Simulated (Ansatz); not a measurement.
Electronic density of states of amorphous Zn₁₂Sb₁₂S₃₆, density 4.02 g/cm³, on a 2×2×2 Γ-centred mesh with a Gaussian width of 0.1 eV; energies count from the Fermi level, whose place inside the gap is arbitrary. Cell and mesh are small, so fine structure isn't converged. All values below come from PBE-D3(BJ), scalar-relativistic without spin-orbit coupling (plane waves to 420 eV, PAW; Ansatz, a first-principles code). Sampling: a 2×2×2 Γ-centred mesh; Fermi-Dirac width 0.05 eV; no spin polarisation.

Preparation: random packing, a CHGNet melt and quench, and a DFT relaxation. The hot cell started wider than the set density and was brought back towards it in steps. It is the lowest in DFT energy of 3 quenches. It is a model cell: composition and starting density were chosen by hand, and all elements were melted together. The geometry includes D3(BJ) dispersion. Its density started from a set value of 3.47 and ended at 4.02 g/cm³. Cooling (nominally 79 K/ps over its main leg) ran many orders faster than in experiment, which tends to leave more defects and strain. A cell of this size samples the disorder only roughly. Volume and shape were free in the relaxation.

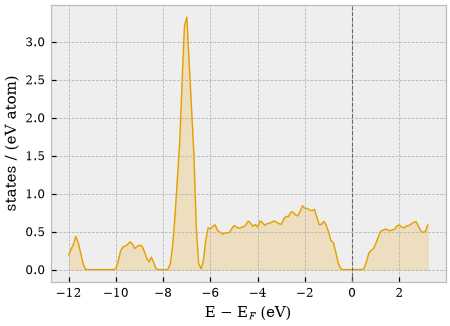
*Density of states per atom*

The gap on this mesh is 1.22 eV; the broadening fills part of it in the curve.
